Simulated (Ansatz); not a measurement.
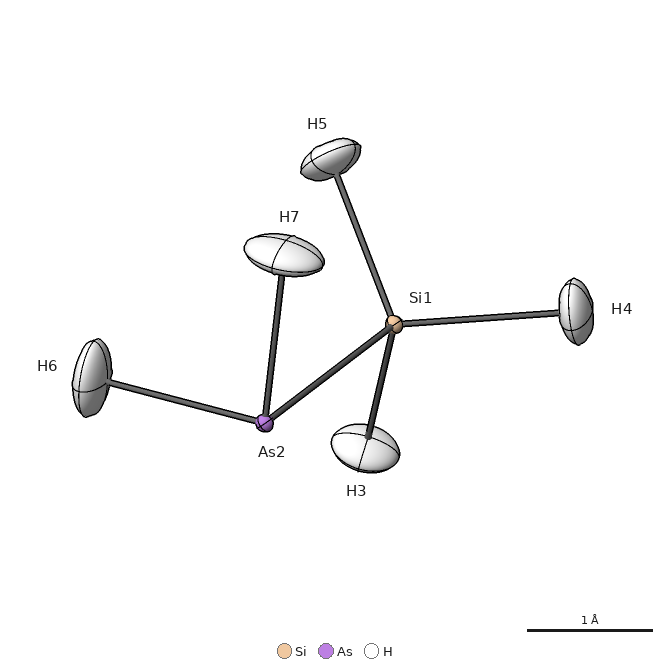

Displacement ellipsoids at the 50 % level, from the internal vibrations of the free molecule (harmonic, no overall translation or rotation; no half-axis is drawn under 0.075 Å). Vibrations computed with RKS PBE0-D4/def2-TZVP (Ansatz 0.2.0). Temperature: 100 K.

### Which atom moves most?

H6, H7, with U_eq = 0.0274 Å².

### Does H6 move more along its bond or across it?

Across it: the root-mean-square amplitude is 0.086 Å along the bond and up to 0.215 Å across, since bending and torsion are softer than stretching.

List U_eq and the three principal root-mean-square amplitudes for each kind of atom.

| atom | U_eq (Å²) | rms amplitudes (Å) |
| --- | --- | --- |
| Si1 | 0.00046 | 0.011, 0.011, 0.034 |
| As2 | 0.00007 | 0.003, 0.004, 0.014 |
| H3, H4 | 0.0220 | 0.086, 0.161, 0.181 |
| H5 | 0.0212 | 0.086, 0.161, 0.174 |
| H6, H7 | 0.0274 | 0.086, 0.168, 0.215 |
